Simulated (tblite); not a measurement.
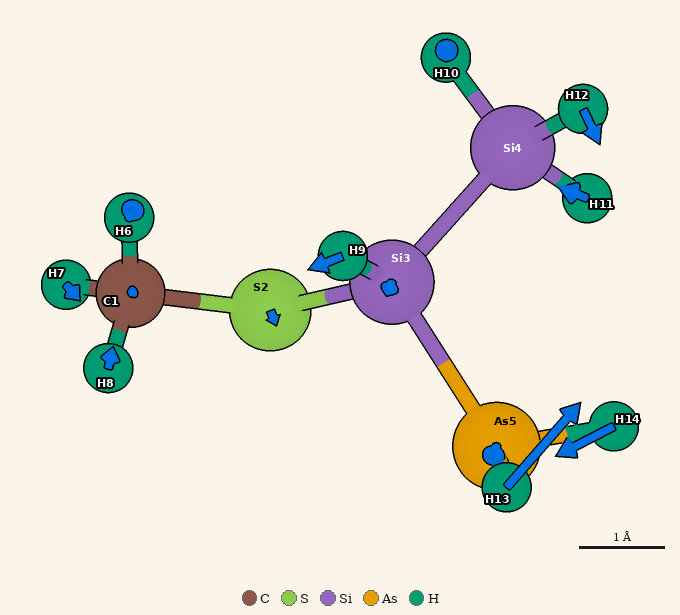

A relaxation of CH$_{9}$AsSSi$_{2}$ (charge +1, multiplicity 2). The starting structure is drawn; blue arrows show the displacements, at their true length. The two geometries are superimposed by the best rigid fit.

A ball-and-stick model, seen at a tilt.

These are results of GFN2-xTB geometry optimisation, gas phase (tblite), not measurements. 

Which element moves most?

Answer. Hydrogen: up to 1.40 Å, against 0.49 Å for arsenic.

What did the optimiser do to the structure, and how much energy did it gain?

Answer. The energy falls by 1.007 eV in 130 geometry steps. H13 moves most after the best rigid fit: 1.40 Å. Largest moves by element: H 1.40 Å, As 0.49 Å, Si 0.27 Å, S 0.22 Å, C 0.13 Å. Near-neighbour distances that change, for instance: Si3–Si4 2.246 → 2.471 Å, Si3–As5 2.320 → 2.390 Å, As5–H13 1.562 → 1.498 Å, As5–H14 1.553 → 1.496 Å. Among the angles between lasting bonds that change: H13–As5–H14 111.8° → 90.6°, Si3–As5–H13 112.6° → 92.3°, Si3–As5–H14 108.5° → 93.0°. Groups turn about Si3–Si4 by about 30°.
